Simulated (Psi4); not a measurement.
# [SiPH4]− (SMILES [SiH2-]P): UBCCD/aug-pcseg-0

What is the vertical electron affinity of [SiPH4]− at UBCCD/aug-pcseg-0? 

The results are computed with Psi4 1.11.

### Step 1. The system as given

The species is [SiPH4]− (6 atoms), meant as a singlet with charge -1. As SMILES, `[SiH2-]P`. The shape is that of a GFN2-xTB optimisation. This is one conformer, not always the lowest.

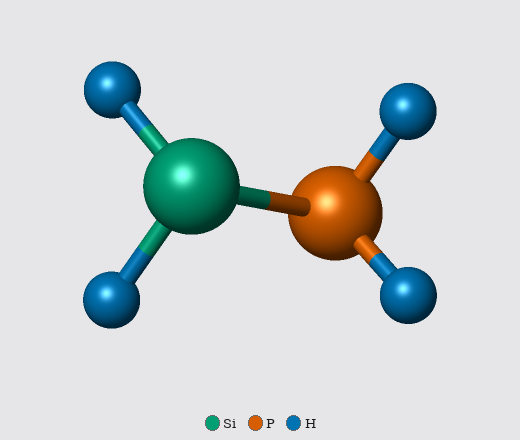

Viewed from a chosen angle; silicon teal, phosphorus orange, hydrogen blue.

### Step 2. A single-point energy at UBCCD/aug-pcseg-0

job.dat reads:

```
memory 1.6 GB

molecule {
  -1 1
  Si
  P 1 2.22526
  H 1 1.50319 2 96.40894
  H 1 1.50317 3 96.65156 2 -97.34055
  H 2 1.375351 1 94.04167 4 -85.81217
  H 2 1.375473 5 91.34573 1 94.19419
}

set {
  reference   uhf
  scf_type    pk
  freeze_core true
}

energy('bccd/aug-pcseg-0')
print_variables()
```

Run with:

```bash
$ psi4 -i job.dat -o job.out -n 1
```

job.out:

```text
[...]
  Running in c1 symmetry.
[...]
  Nuclear repulsion =   83.574547660481159
[...]
  Multiplicity = 1
[...]
  Nalpha       = 17
  Nbeta        = 17
[...]
    Number of basis functions: 46
[...]
   @UHF iter   1:  -631.04620190892319   -2.70258e-01   5.63373e-03 ADIIS/DIIS
[...]
   @UHF iter  11:  -631.11262686963028   -4.54747e-13   1.96139e-09 DIIS
[...]
   @S^2 Observed:               -6.394884622E-14
[...]
    Orbital Energies [Eh]
    ---------------------
    Alpha Occupied:
       1A    -79.693320     2A    -68.502815     3A     -7.199828
       4A     -5.824269     5A     -5.208547     6A     -5.208424
       7A     -5.206209     8A     -4.028121     9A     -4.026974
      10A     -4.024937    11A     -0.702000    12A     -0.482828
      13A     -0.361257    14A     -0.251940    15A     -0.246098
      16A     -0.207120    17A     -0.073636
    Alpha Virtual:
      18A      0.162100    19A      0.198434    20A      0.206859
      21A      0.220288    22A      0.230697    23A      0.231036
      24A      0.236325    25A      0.256246    26A      0.271319
[...]
  @UHF Final Energy:  -631.11262686963028
   => Energetics <=
    Nuclear Repulsion Energy =             83.5745476604811586
    One-Electron Energy =               -1046.8777038064581575
    Two-Electron Energy =                 332.1905292763467514
    Total Energy =                       -631.1126268696302759
  UHF NO Occupations:
  HONO-2 :   15  A 2.0000000
  HONO-1 :   16  A 2.0000000
[...]
 Multipole Moments:
 ------------------------------------------------------------------------------------
     Multipole            Electronic (a.u.)      Nuclear  (a.u.)        Total (a.u.)
 ------------------------------------------------------------------------------------
 L = 1.  Multiply by 2.5417464519 to convert [e a0] to [Debye]
 Dipole X            :         -0.1435427            0.0314180           -0.1121247
 Dipole Y            :         -0.1378051            0.0425495           -0.0952555
 Dipole Z            :          2.4421188           -1.3264096            1.1157092
 Magnitude           :                                                    1.1253678
[...]
      * MP2 total energy                      = -631.229933794993940
[...]
      * CCSD total energy                     = -631.262594132929053
[...]
      * MP2 total energy                      = -631.232653457999618
[...]
      * CCSD total energy                     = -631.262436433351127
[...]
      * MP2 total energy                      = -631.232652704425391
[...]
      * CCSD total energy                     = -631.262436479841426
[...]
```

It took 6.3 s on 1 thread of Intel Xeon 6975P-C (Granite Rapids), shared host; peak memory 0.4 GiB.

### Step 3. Doublet [SiPH4]2−

h4psi.xyz reads:

```xyz
6
H4PSi
Si     0.357650    -1.019850    -0.132620
P     -0.355230     1.071380     0.132600
H     -0.387090    -1.600590     1.036860
H     -0.642080    -1.408110    -1.185860
H      0.407400     1.565440    -0.899820
H      0.619350     1.391730     1.048840
```

calc.py reads:

```python
import psi4

psi4.set_memory('1600 MB')
psi4.set_num_threads(1)
psi4.set_output_file('h4psi.out', False)

with open('h4psi.xyz') as f:
    atoms = ''.join(f.readlines()[2:])
m = psi4.geometry('-2 2\n' + atoms + '')

psi4.set_options({
    'reference': 'uhf',
    'scf_type': 'pk',
    'freeze_core': True,
})

energy_value, wavefunction = psi4.energy('bccd/aug-pcseg-0', return_wfn=True)
print(f'total energy {energy_value:.8f} hartree = {energy_value * 27.211386:.5f} eV')
```

Run with:

```bash
$ python calc.py
```

h4psi.out:

```text
[...]
  Running in c1 symmetry.
[...]
  Nuclear repulsion =   83.574544087149334
[...]
  Multiplicity = 2
[...]
  Nalpha       = 18
  Nbeta        = 17
[...]
    Number of basis functions: 46
[...]
   @UHF iter   1:  -630.74421415573704    3.17294e-02   7.85641e-03 ADIIS/DIIS
[...]
   @UHF iter  16:  -630.95341724767832   -7.61702e-12   9.24199e-09 DIIS
[...]
   @S^2 Observed:                7.507343794E-01
[...]
    Orbital Energies [Eh]
    ---------------------
    Alpha Occupied:
       1A    -79.565174     2A    -68.392065     3A     -7.072505
       4A     -5.713192     5A     -5.081011     6A     -5.080836
       7A     -5.078647     8A     -3.917166     9A     -3.916001
      10A     -3.913994    11A     -0.575608    12A     -0.369207
      13A     -0.230702    14A     -0.140595    15A     -0.123728
      16A     -0.085858    17A      0.039532    18A      0.156077
    Alpha Virtual:
      19A      0.288732    20A      0.294158    21A      0.307256
      22A      0.321275    23A      0.322578    24A      0.332763
      25A      0.353592    26A      0.375322    27A      0.388388
[...]
  @UHF Final Energy:  -630.95341724767832
   => Energetics <=
    Nuclear Repulsion Energy =             83.5745440871493344
    One-Electron Energy =               -1050.7867071434529862
    Two-Electron Energy =                 336.2587458086252354
    Total Energy =                       -630.9534172476784306
  UHF NO Occupations:
  HONO-2 :   16  A 1.9998707
  HONO-1 :   17  A 1.9998351
[...]
 Multipole Moments:
 ------------------------------------------------------------------------------------
     Multipole            Electronic (a.u.)      Nuclear  (a.u.)        Total (a.u.)
 ------------------------------------------------------------------------------------
 L = 1.  Multiply by 2.5417464519 to convert [e a0] to [Debye]
 Dipole X            :         -2.8756467            0.3776105           -2.4980362
 Dipole Y            :         -1.2956483           -1.2645816           -2.5602299
 Dipole Z            :          0.1793684           -0.1428416            0.0365268
 Magnitude           :                                                    3.5771911
[...]
      * MP2 total energy                      = -631.076275355411667
[...]
      * CCSD total energy                     = -631.110054290391190
[...]
      * MP2 total energy                      = -631.079976543718772
[...]
      * CCSD total energy                     = -631.109831247443026
[...]
      * MP2 total energy                      = -631.079976469445228
[...]
      * CCSD total energy                     = -631.109830851212450
[...]
```

On the terminal:

```text
total energy -631.10983085 hartree = -17173.37322 eV
```

Wall time 6.6 s (1 thread of Intel Xeon 6975P-C (Granite Rapids), shared host); peak memory 0.4 GiB.

### Step 4. What came out

Level: UBCCD/aug-pcseg-0, 10 core orbitals frozen.

| quantity | value |
| --- | --- |
| singlet [SiPH4]−: total energy | -631.26244 Eh |
| singlet [SiPH4]−: HOMO energy (Hartree–Fock orbitals) | -2.00 eV |
| singlet [SiPH4]−: LUMO energy (Hartree–Fock orbitals) | 4.41 eV |
| singlet [SiPH4]−: HOMO–LUMO gap (to an unbound level, set by the basis) | 6.41 eV |
| singlet [SiPH4]−: correlation energy (10 core orbitals frozen) | -149.8 mEh |
| doublet [SiPH4]2−: total energy | -631.10983 Eh |
| doublet [SiPH4]2−: HOMO energy (Hartree–Fock orbitals) (highest over α and β) | 4.25 eV |
| doublet [SiPH4]2−: LUMO energy (Hartree–Fock orbitals) (lowest over α and β) | 7.86 eV |
| doublet [SiPH4]2−: correlation energy (10 core orbitals frozen) | -156.4 mEh |
| doublet [SiPH4]2−: ⟨S²⟩ of the reference determinant | 0.751 |
| vertical electron affinity (to the doublet dianion) | -4.153 eV |

In words: The dianion lies 4.15 eV (401 kJ/mol) above the anion: the electron isn't bound at this level, and such a value depends on the basis. The HOMO (doublet [SiPH4]2−) lies at positive energy, 4.25 eV: the electron is unbound at this level or held by a compact basis; values depend on the basis.
